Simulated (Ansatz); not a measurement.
Ru (P6_3/mmc, No. 194): coordinates from a relaxation at fixed volume with Ansatz, DFT HSE06, scalar-relativistic, plane waves, PAW.

```cif
data_structure
_symmetry_space_group_name_H-M 'P6_3/mmc'
_symmetry_Int_Tables_number 194
_cell_length_a 2.6429
_cell_length_b 2.6429
_cell_length_c 4.1325
_cell_angle_alpha 90.000
_cell_angle_beta 90.000
_cell_angle_gamma 120.000
_cell_volume 25.00
loop_
_atom_site_label
_atom_site_type_symbol
_atom_site_symmetry_multiplicity
_atom_site_Wyckoff_symbol
_atom_site_fract_x
_atom_site_fract_y
_atom_site_fract_z
_atom_site_occupancy
Ru1 Ru 2 d 0.33333 0.66667 0.75000 1
```

**What will a dark-field STEM-like image along [210] show? The image is simulated as a sum over atoms of Z^1.7, blurred by a 0.72 Å probe (no channelling). The probe carries 15 % of its weight in a tail 2.5 times as wide. Shot noise, a slight drift and the speckle of an amorphous layer were added.**

The columns repeat on a rectangular net of 1.32 × 2.07 Å (plane group p2mm). All columns are alike (Ru). The shortest distance between visible columns is 1.32 Å in projection. Along the beam the structure repeats every 4.58 Å.

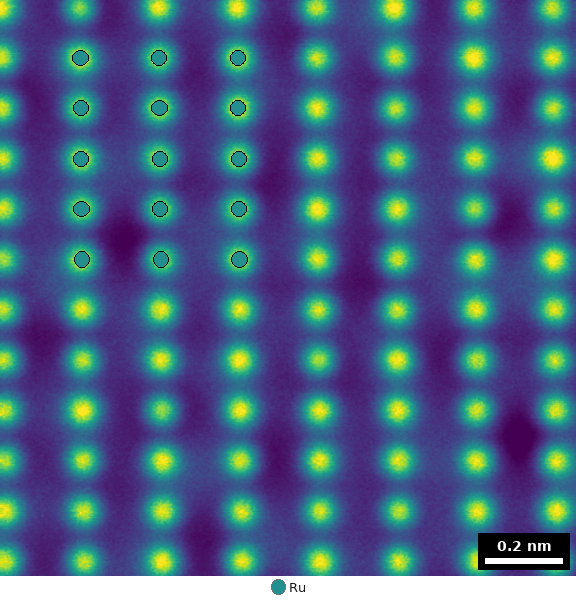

The simulated image, with the columns of the model marked in one corner.
